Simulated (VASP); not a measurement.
Band structure of C (diamond). Computed with AM05 GGA, VASP's PBE PAW potentials (set 64) (plane waves; VASP 6.6.1).

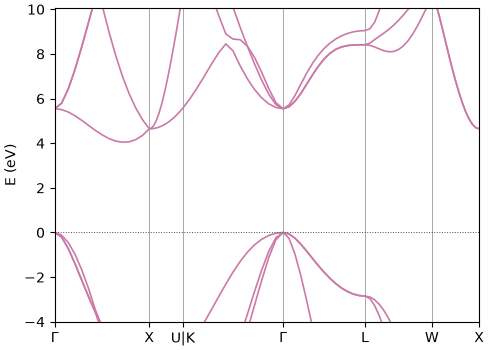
Fig. 1. Bands along high-symmetry lines, zero at the valence-band maximum or, without a gap, the Fermi level

Read the plot: is there a gap, and where are the band edges?

The gap is indirect, 4.04 eV, from the valence maximum at Γ to the conduction minimum at Γ-X at 0.71. (Edges off the drawn lines would not show.)

The compound is C in the diamond structure. It was relaxed first.
